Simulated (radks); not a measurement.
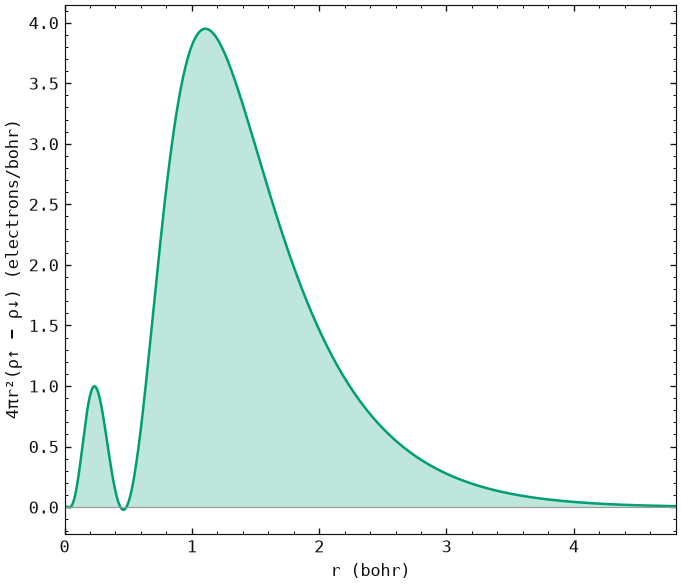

The Rh³⁺ ion in the configuration [Kr] 4d5.5 5s0.5 (4d: 5 up, 0.5 down, 5s: 0.5 up, 0 down). Level of theory: scalar-relativistic Kohn-Sham, PBE, spin-polarised, spherical densities, finite nucleus. Computed with the in-house radial solver radks.

```
Z 45
configuration [Kr] 4d5.5 5s0.5
relativity scalar-relativistic
functional pbe,pbe
spin polarised
nucleus finite rms 4.4945 fm
c 137.035999084
```

Launched within a batch that task.json describes:
```bash
python run_ks.py task.json out
```

The plot shows the radial spin density.

Q: Read the plot.

Answer: The curve integrates to 5 unpaired electrons, held by 4d (+4.5) and 5s (+0.5). Its largest value, 3.95 electrons/bohr, lies near r = 1.1 bohr. Regions of the opposite sign are negligible.
